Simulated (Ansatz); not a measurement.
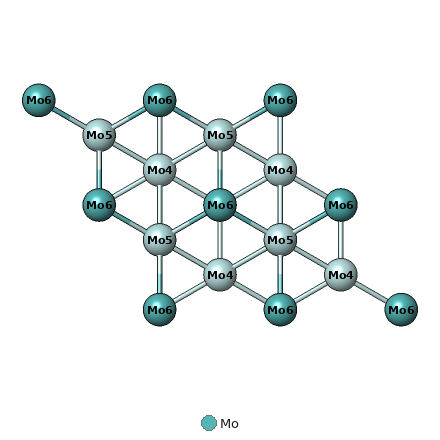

The system is F on a Mo(111) slab cut from the Im-3m phase, its upper half relaxed before the scan (6 atoms of substrate and one adsorbate in a 1 × 1 cell); the picture shows it without the atoms that are moved over the map. F is moved over the surface cell; relaxed at each place: the height of the adsorbate's atoms; substrate rigid; the origin of the map has the adsorbate above Mo6. Places are given modulo a cell vector. The map is drawn in real space over the plane of the surface. The scan uses a 9 × 9 grid; 19 points were computed and 62 follow by symmetry. Energies are in eV, from the lowest grid point. With one adsorbate in each 1 × 1 cell, its nearest image is 4.5 Å away, so neighbouring adsorbates interact. The runs have no spin polarisation; a magnetic state may lie lower. Level of theory: Ansatz, DFT PBE, scalar-relativistic, plane waves, PAW. Settings: cutoff 420 eV, k-mesh 6×6×1, gaussian smearing 0.1 eV, no spin polarisation.

Range: position of F7 along the first surface vector from 0.000 to 0.889; position of F7 along the second surface vector from 0.000 to 0.889.

What will the energy surface look like?

The lowest grid point is at (2/9, 4/9) of the cell vectors [nearest 1 Mo at 2.12 Å]; the map holds 3 wells of about this depth. The highest grid point, a threefold hollow over a third-layer Mo atom, (6/9, 3/9) of the cell vectors, lies 1.28 eV above the lowest. On the interpolated surface the easiest way out of the lowest well to a well of about the same depth near (2/9, 7/9) of the cell vectors [nearest 1 Mo at 2.13 Å] passes a barrier of about 0.28 eV, counted from the interpolated bottom of the well. At the lowest point the adsorbate has 1 Mo at 2.12 Å as nearest neighbours, at the highest 1 Mo at 2.63 Å. Its relaxed height above the top atom is 1.25 Å at the lowest and 1.02 Å at the highest point.

```
second ↓, first →   0/9   1/9   2/9   3/9   4/9   5/9   6/9   7/9   8/9
              8/9  0.26  0.21  0.10  0.13  0.31  0.13  0.10  0.21  0.26
              7/9  0.24  0.10  0.00  0.22  0.22  0.00  0.10  0.24  0.28
              6/9  0.29  0.13  0.22  0.30  0.22  0.13  0.29  0.40  0.40
              5/9  0.47  0.31  0.22  0.22  0.31  0.47  0.68  0.75  0.68
              4/9  0.47  0.13  0.00  0.13  0.47  0.86  1.11  1.11  0.86
              3/9  0.29  0.10  0.10  0.29  0.68  1.11  1.28  1.11  0.68
              2/9  0.24  0.21  0.24  0.40  0.75  1.11  1.11  0.75  0.40
              1/9  0.26  0.26  0.28  0.40  0.68  0.86  0.68  0.40  0.28
              0/9  0.28  0.26  0.24  0.29  0.47  0.47  0.29  0.24  0.26
```

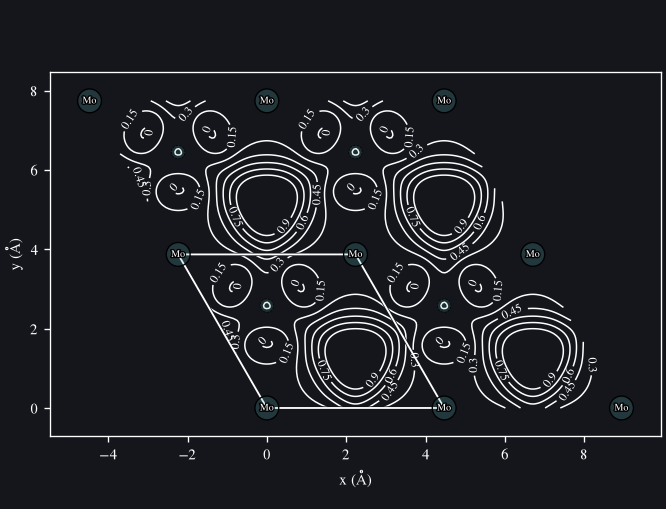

Drawn: contour lines labelled in eV (none above 0.9), labelled circles for the atoms of the top layer and small ones for the second layer, the outline of one cell of the 2 × 2 shown. Between grid points the surface is interpolated.

The whole map (19 points run) took 34 min on 1 thread of Arm Neoverse V1, with other jobs on the host.

PAW datasets: the set soft_1.
